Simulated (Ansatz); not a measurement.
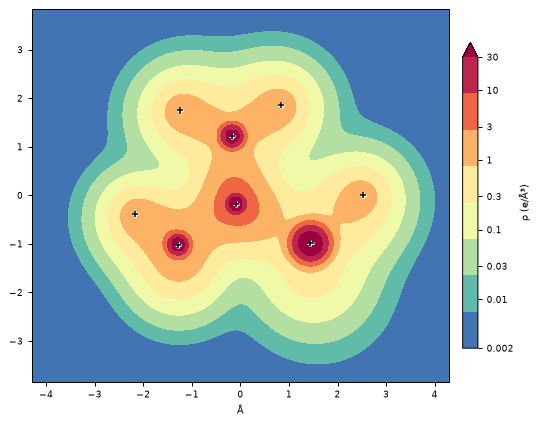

The total electron density on a plane through atoms (crosses mark nuclei in the plane).

Method: Ansatz, RKS PBE0-D4/def2-TZVPP.

Candidates:
A. CH₇BClNSi (SMILES BN(C)[SiH2]Cl)
B. Br₂ClIn (SMILES [Cl][In]([Br])[Br])
C. C₂H₃F₃Si (SMILES C=C[Si](F)(F)F)

> Which system is this?

Candidate A: CH₇BClNSi on the plane of atoms N2, B1 and H7, which holds B, N, C, Si and H. B–N (1.40 Å): ρ at the midpoint is about 1.9 e/Å³. C–N (1.46 Å): the density is about 1.9 e/Å³ at the midpoint.
